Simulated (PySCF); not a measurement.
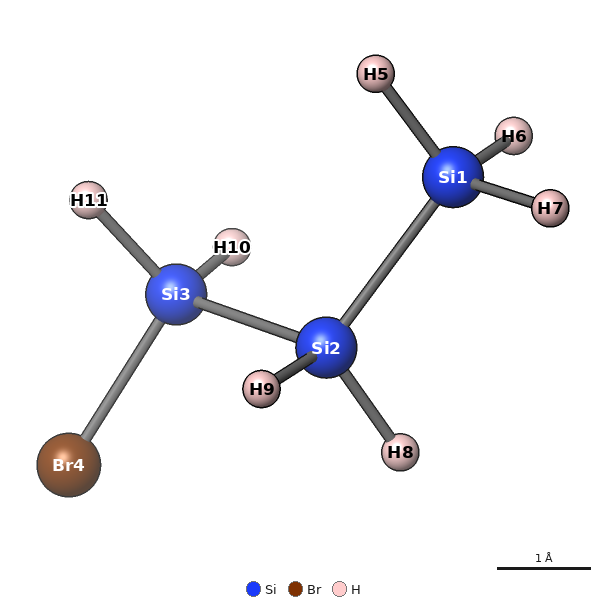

Orthographic view. Atoms fade into the background with distance from the viewer. The computed structure is the end point of a PBE0-D3(BJ)/def2-SVP optimisation. No frequency run is at hand to confirm it as a minimum.

Give the geometry as a Z-matrix, atoms in numerical order, with these reference atoms: 2 to 1; 3 to 2, 1; 4 to 3, 2, 1; 5 to 1, 2, 3; 6 to 1, 5, 2; 7 to 1, 6, 5; 8 to 2, 3, 4; 9 to 2, 8, 3; 10 to 3, 4, 2; 11 to 3, 10, 4.

```
Si 
Si   1   2.346
Si   2   2.341   1   110.1
Br   3   2.237   2   107.7   1   175.9
H    1   1.495   2   109.2   3    59.5
H    1   1.495   5   108.7   2   119.1
H    1   1.494   6   109.1   5  -119.0
H    2   1.496   3   108.0   4    54.8
H    2   1.496   8   109.3   3   117.2
H    3   1.493   4   108.2   2   121.3
H    3   1.493  10   108.7   4  -117.2
```
